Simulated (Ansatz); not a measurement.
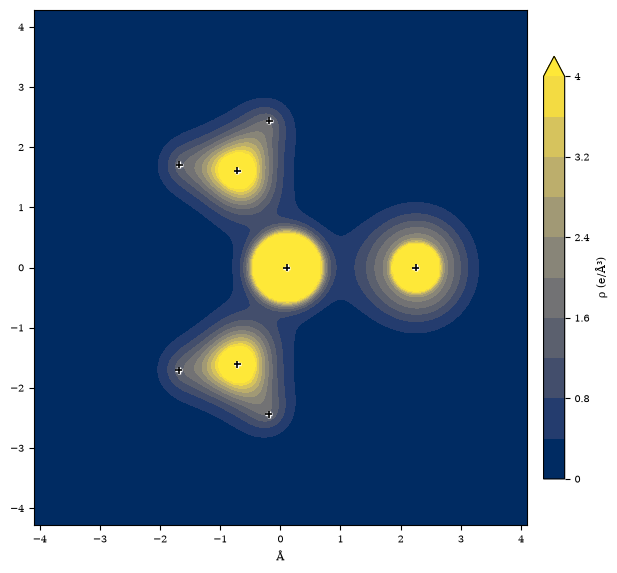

The electron density on a plane through atoms (crosses mark nuclei in the plane).

Level of theory: RKS PBE0-D4/def2-TZVPP in Ansatz 0.2.0.

Candidates:
A. Cl$_{2}$H$_{2}$Si···SiH$_{4}$
B. H$_{2}$O$_{2}$Zn···H$_{2}$
C. ClGaH$_{4}$N$_{2}$

### Which system is this?

Candidate C: ClGaH$_{4}$N$_{2}$ on the plane of atoms N3, Ga1 and Cl5, which holds Ga, N, H and Cl. Ga–N (1.81 Å): the density is about 0.95 e/Å³ at the midpoint. Ga–Cl (2.14 Å): ρ at the midpoint is about 0.73 e/Å³.
